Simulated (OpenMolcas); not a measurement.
# HF (SMILES F), step by step

We compute the energy (HF/pcseg-0), then the energy (CASSCF(2,2)/pcseg-0), then a single-point energy (CASPT2(2,2)/pcseg-0), then a single-point energy (SC-NEVPT2(2,2)/pcseg-0), then the energy (MRCI(2,2)/pcseg-0) of HF. 

The results are computed with OpenMolcas 26.06.

### 1 The system as given

The species is HF (2 atoms), meant as a singlet with charge 0. SMILES: `F`. The F1–H2 distance was set to 1.150 Å, away from the relaxed value.

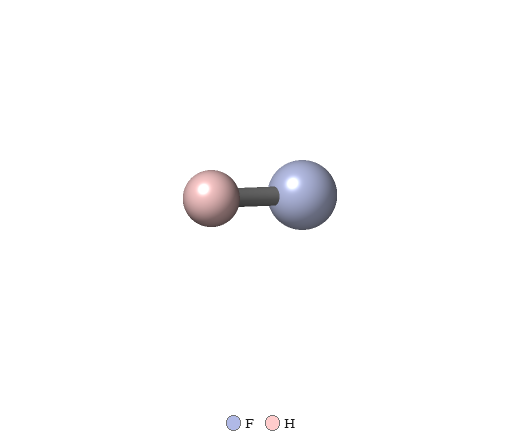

Viewed from a chosen angle; fluorine light blue, hydrogen pink.

### 2 The energy at HF/pcseg-0 (run 1)

The input, step1.inp:

```
>>> EXPORT MOLCAS_PRINT=2

&gateway
  baslib
  $CurrDir
  coord
  2
  angstrom
  F       -0.585041       0.216915      -0.294621
  H        0.390000      -0.144600       0.196400
  basis
  pcseg-0
  group
  NoSym

&seward

&scf
  prorbitals
  1 1
```

The basis set pcseg-0 is read from a file made from the Basis Set Exchange's data (not shown).

Started as:

```sh
$ export MOLCAS_MEM=1860
$ pymolcas step1.inp > step1.log
```

The log of the run:

```text
--- Start Module: gateway ---
[...]
--- Stop Module: gateway /rc=_RC_ALL_IS_WELL_ ---
--- Start Module: seward ---
[...]
      Basis functions           11
--- Stop Module: seward /rc=_RC_ALL_IS_WELL_ ---
--- Start Module: scf ---
[...]
       Convergence after   9 Iterations
[...]
::    Total SCF energy                                -99.6725286458
[...]
      Total spin, S                                     0.0000000000
[...]
      Total electronic charge=   10.000000
      Total            charge=   -0.000000
[...]
      Dipole Moment (debye):
      Origin of the operator (angstrom)=   -0.5359    0.1987   -0.2699
                   X=  2.1363E+00               Y= -7.9208E-01               Z=  1.0758E+00           Total=  2.5197E+00
      Quadrupole Moment (debye*angstrom):
[...]
--- Stop Module: scf /rc=_RC_ALL_IS_WELL_ ---
[...]
```

It took 2 s on 1 thread of Intel Xeon Platinum 8259CL at 2.50GHz (Skylake/Cascade Lake), shared host; peak memory 0.37 GiB.

### 3 A single-point energy at CASSCF(2,2)/pcseg-0 (run 2)

The input, step2.input:

```
&GATEWAY
BASLIB
$CurrDir
COORD
2
angstrom
F       -0.585041       0.216915      -0.294621
H        0.390000      -0.144600       0.196400
BASIS
pcseg-0
GROUP
NoSym
&SEWARD
&RASSCF
FILEORB
$CurrDir/step1.ScfOrb
SPIN
1
NACTEL
2 0 0
INACTIVE
4
RAS2
2
ORBLISTING
Nothing
```

The basis set pcseg-0 is read from a file made from the Basis Set Exchange's data (not shown).

Started as:

```sh
$ export MOLCAS_MEM=1860
$ pymolcas step2.input > step2.log
```

The log of the run:

```text
--- Start Module: gateway ---
[...]
--- Stop Module: gateway /rc=_RC_ALL_IS_WELL_ ---
--- Start Module: seward ---
[...]
      Basis functions           11
--- Stop Module: seward /rc=_RC_ALL_IS_WELL_ ---
--- Start Module: rasscf ---
[...]
      Number of active orbitals                  2
[...]
      Spin quantum number                      0.0
[...]
      Active orbitals                            2
[...]
      Number of CSFs                             3
[...]
      Number of root(s) required                 1
[...]
      Convergence after 12 iterations
[...]
      printout of CI-coefficients larger than  0.05 for root  1
      energy=     -99.673506
      conf/sym  11     Coeff  Weight
             1  20   0.99980 0.99959
      Natural orbitals and occupation numbers for root  1
      sym 1:   1.999181   0.000819
      ************************************************************************************************************************
      *                                                    Final results                                                     *
[...]
::    RASSCF root number  1 Total energy:    -99.67350627
[...]
      Total electronic charge=   10.000000
      Total            charge=   -0.000000
[...]
      Dipole Moment (debye):
      Origin of the operator (angstrom)=   -0.5359    0.1987   -0.2699
                   X=  2.1358E+00               Y= -7.9189E-01               Z=  1.0756E+00           Total=  2.5190E+00
      Quadrupole Moment (debye*angstrom):
[...]
--- Stop Module: rasscf /rc=_RC_ALL_IS_WELL_ ---
[...]
```

Wall time 2.2 s (1 thread of Intel Xeon Platinum 8259CL at 2.50GHz (Skylake/Cascade Lake), shared host); peak memory 0.37 GiB.

### 4 A single-point energy at CASPT2(2,2)/pcseg-0 (run 3)

The input, step3.input:

```
&GATEWAY
BasLib=$CurrDir
Coord
2
angstrom
F       -0.585041       0.216915      -0.294621
H        0.390000      -0.144600       0.196400
Basis=pcseg-0
Group=NoSym
&SEWARD
&RASSCF
FileOrb=$CurrDir/step2.RasOrb
Spin=1
Nactel=2 0 0
Inactive=4
Ras2=2
OrbListing=Nothing
&CASPT2
Imaginary=0.1
Frozen=1
```

The basis set pcseg-0 is read from a file made from the Basis Set Exchange's data (not shown).

Started as:

```sh
$ export MOLCAS_MEM=1860
$ pymolcas step3.input > step3.log
```

The log of the run:

```text
--- Start Module: gateway ---
[...]
--- Stop Module: gateway /rc=_RC_ALL_IS_WELL_ ---
[...]
      Basis functions           11
[...]
--- Start Module: rasscf ---
[...]
      Number of active orbitals                  2
[...]
      Spin quantum number                      0.0
[...]
      Active orbitals                            2
[...]
      Number of CSFs                             3
[...]
      Number of root(s) required                 1
[...]
      Convergence after  4 iterations
[...]
      printout of CI-coefficients larger than  0.05 for root  1
      energy=     -99.673506
      conf/sym  11     Coeff  Weight
             1  20   0.99980 0.99959
      Natural orbitals and occupation numbers for root  1
      sym 1:   1.999181   0.000819
      ************************************************************************************************************************
      *                                                    Final results                                                     *
[...]
::    RASSCF root number  1 Total energy:    -99.67350627
[...]
      Total electronic charge=   10.000000
      Total            charge=   -0.000000
[...]
      Dipole Moment (debye):
      Origin of the operator (angstrom)=   -0.5359    0.1987   -0.2699
                   X=  2.1358E+00               Y= -7.9188E-01               Z=  1.0756E+00           Total=  2.5190E+00
      Quadrupole Moment (debye*angstrom):
[...]
--- Stop Module: rasscf /rc=_RC_ALL_IS_WELL_ ---
--- Start Module: caspt2 ---
[...]
      E2 (Variational):          -0.1365129065
      Total energy:             -99.8100191739
[...]
      Reference weight:           0.96887
[...]
::    CASPT2 Root  1     Total energy:    -99.81001917
[...]
--- Stop Module: caspt2 /rc=_RC_ALL_IS_WELL_ ---
[...]
```

Run time: 2.1 s. Hardware: 1 thread of Intel Xeon Platinum 8259CL at 2.50GHz (Skylake/Cascade Lake), shared host; peak memory 0.37 GiB.

### 5 A single-point energy at SC-NEVPT2(2,2)/pcseg-0 (run 4)

The input, step4.input:

```
&gateway
 baslib
 $CurrDir
 coord
 2
 angstrom
 F       -0.585041       0.216915      -0.294621
 H        0.390000      -0.144600       0.196400
 basis
 pcseg-0
 group
 NoSym

&seward

&rasscf
 fileorb
 $CurrDir/step2.RasOrb
 spin
 1
 nactel
 2 0 0
 inactive
 4
 ras2
 2
 orblisting
 Nothing

&caspt2
 sc-nevpt2
 frozen
 1
```

The basis set pcseg-0 is read from a file made from the Basis Set Exchange's data (not shown).

Started as:

```sh
$ export MOLCAS_MEM=1860
$ pymolcas step4.input > step4.log
```

The log of the run:

```text
--- Start Module: gateway ---
[...]
--- Stop Module: gateway /rc=_RC_ALL_IS_WELL_ ---
[...]
      Basis functions           11
[...]
--- Start Module: rasscf ---
[...]
      Number of active orbitals                  2
[...]
      Spin quantum number                      0.0
[...]
      Active orbitals                            2
[...]
      Number of CSFs                             3
[...]
      Number of root(s) required                 1
[...]
      Convergence after  4 iterations
[...]
      printout of CI-coefficients larger than  0.05 for root  1
      energy=     -99.673506
      conf/sym  11     Coeff  Weight
             1  20   0.99980 0.99959
      Natural orbitals and occupation numbers for root  1
      sym 1:   1.999181   0.000819
      ************************************************************************************************************************
      *                                                    Final results                                                     *
[...]
::    RASSCF root number  1 Total energy:    -99.67350627
[...]
      Total electronic charge=   10.000000
      Total            charge=   -0.000000
[...]
      Dipole Moment (debye):
      Origin of the operator (angstrom)=   -0.5359    0.1987   -0.2699
                   X=  2.1358E+00               Y= -7.9188E-01               Z=  1.0756E+00           Total=  2.5190E+00
      Quadrupole Moment (debye*angstrom):
[...]
--- Stop Module: rasscf /rc=_RC_ALL_IS_WELL_ ---
--- Start Module: caspt2 ---
[...]
      E2 (Variational):          -0.1320203152
[...]
      E2 (Variational):          -0.1320199820
      Total energy:             -99.8055262494
[...]
      Reference weight:           0.97344
[...]
::    SC-NEVPT2 Root  1     Total energy:    -99.80552625
[...]
--- Stop Module: caspt2 /rc=_RC_ALL_IS_WELL_ ---
[...]
```

Wall time 2.1 s (1 thread of Intel Xeon Platinum 8259CL at 2.50GHz (Skylake/Cascade Lake), shared host); peak memory 0.37 GiB.

### 6 A single-point energy at MRCI(2,2)/pcseg-0 (run 5)

The input, step5.inp:

```
>>> EXPORT MOLCAS_PRINT=2

&GATEWAY
  BasLib=$CurrDir
  Coord
  2
  angstrom
  F       -0.585041       0.216915      -0.294621
  H        0.390000      -0.144600       0.196400
  Basis=pcseg-0
  Group=NoSym

&SEWARD

&RASSCF
  FileOrb=$CurrDir/step2.RasOrb
  Spin=1
  Nactel=2 0 0
  Inactive=4
  Ras2=2
  OrbListing=Nothing

&MOTRA
  LumOrb
  Frozen=1

&GUGA
  Electrons=8
  Spin=1
  Inactive=3
  Active=2
  CIAll=1

&MRCI
  SDCI
```

The basis set pcseg-0 is read from a file made from the Basis Set Exchange's data (not shown).

Started as:

```sh
$ export MOLCAS_MEM=1860
$ pymolcas step5.inp > step5.log
```

The log of the run:

```text
--- Start Module: gateway ---
[...]
--- Stop Module: gateway /rc=_RC_ALL_IS_WELL_ ---
[...]
      Basis functions           11
[...]
      Number of active orbitals                  2
[...]
      Spin quantum number                      0.0
[...]
      Active orbitals                            2
[...]
      Number of CSFs                             3
[...]
      Number of root(s) required                 1
[...]
      Convergence after  4 iterations
[...]
      printout of CI-coefficients larger than  0.05 for root  1
      energy=     -99.673506
      conf/sym  11     Coeff  Weight
             1  20   0.99980 0.99959
      Natural orbitals and occupation numbers for root  1
      sym 1:   1.999181   0.000819
      ************************************************************************************************************************
      *                                                    Final results                                                     *
[...]
::    RASSCF root number  1 Total energy:    -99.67350627
[...]
      Dipole Moment (debye):
      Origin of the operator (angstrom)=   -0.5359    0.1987   -0.2699
                   X=  2.1358E+00               Y= -7.9188E-01               Z=  1.0756E+00           Total=  2.5190E+00
      Quadrupole Moment (debye*angstrom):
[...]
--- Start Module: guga ---
[...]
--- Stop Module: guga /rc=_RC_ALL_IS_WELL_ ---
--- Start Module: mrci ---
[...]
       (But an ACPF correction will be computed)
       USE THE DEFAULT ACPF G-VALUE GFAC=  0.25000000000000000
[...]
                      CI ENERGY:   -99.81038379
[...]
                ACPF CORRECTION:    -0.00393594
[...]
      Total electronic charge=   10.000000
      Total            charge=   -0.000000
[...]
     ACPF CORRECTION:     -0.00393594
[...]
  CI State   1     Total energy:    -99.81038379     QDav:     -0.00529871     QACPF:     -0.00393594
[...]
```

Run time: 2.3 s. Hardware: 1 thread of Intel Xeon Platinum 8259CL at 2.50GHz (Skylake/Cascade Lake), shared host; peak memory 0.37 GiB.

### 7 Summary of results

| quantity | value |
| --- | --- |
| run 1, HF/pcseg-0: total energy | -99.67253 Eh |
| run 1, HF/pcseg-0: dipole moment | 2.52 D |
| run 1, HF/pcseg-0: HOMO energy | -16.40 eV |
| run 1, HF/pcseg-0: LUMO energy | 3.56 eV |
| run 1, HF/pcseg-0: HOMO–LUMO gap | 19.96 eV |
| run 2, CASSCF(2,2)/pcseg-0 | no result (a known fault or a wrong state: its values are left out) |
| run 3, CASPT2(2,2)/pcseg-0 | no result (a known fault or a wrong state: its values are left out) |
| run 4, SC-NEVPT2(2,2)/pcseg-0 | no result (a known fault or a wrong state: its values are left out) |
| run 5, MRCI(2,2)/pcseg-0 | no result (a known fault or a wrong state: its values are left out) |

In words: 4 of the 5 runs ended normally but are set aside, since settings or state are in doubt.
